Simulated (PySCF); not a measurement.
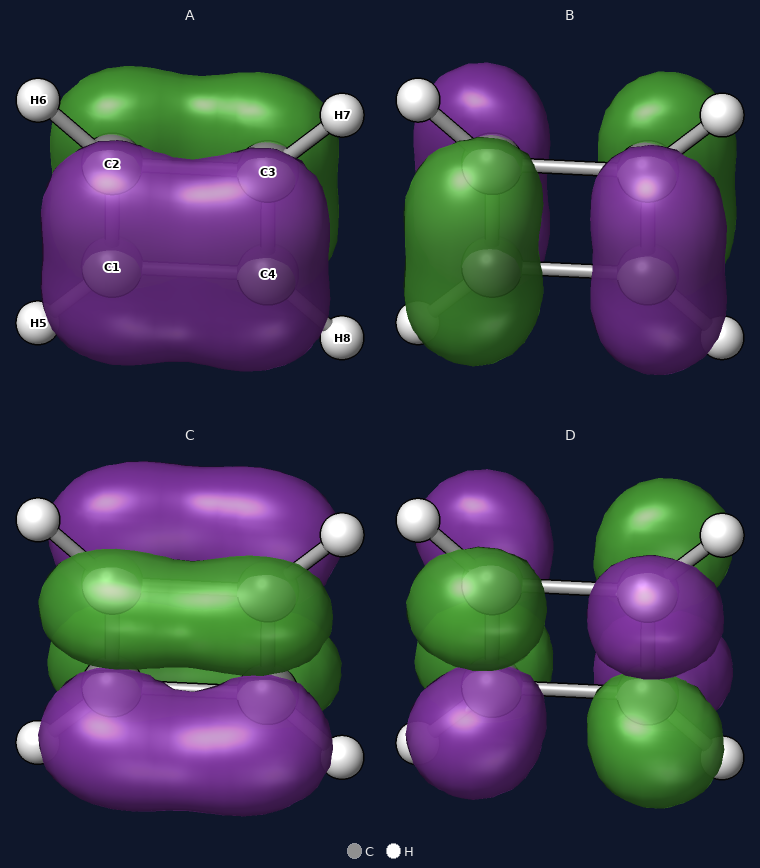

Figure 1: C$_{4}$H$_{4}$, SMILES `C1=CC=C1`. Natural orbitals of the π active space, CASSCF(4,4), triplet state at the geometry of the singlet, in order of falling occupation.

PySCF calculation, def2-SVP basis, gas phase; geometry: GFN2-xTB. No frequency check shows the geometry to be a minimum.

Geometry (Å), atoms numbered from 1:

```
C1      -0.7761   -0.6631    0.0000
C2      -0.7761    0.6631    0.0000
C3       0.7761    0.6631    0.0000
C4       0.7761   -0.6631    0.0000
H5      -1.5174   -1.4377    0.0000
H6      -1.5174    1.4377    0.0000
H7       1.5174    1.4377    0.0000
H8       1.5174   -1.4377    0.0000
```

Q: What are the natural occupation numbers?

A: A 1.91, B 1.03, C 0.97, D 0.09.

Q: Where does the lowest triplet lie relative to the singlet, at this geometry and within this active space?

A: 1.50 eV above it by strongly contracted NEVPT2 (+1.80 eV by CASSCF); a small basis tends to put such gaps a few tenths of an eV too high. This is a vertical energy for π states alone; a state that uses lone pairs or σ orbitals may lie lower.

The PySCF run took 3.5 s on 1 thread of AMD EPYC 9R45 96-Core Processor (Zen 5) (shared host), peak memory 0.27 GiB.
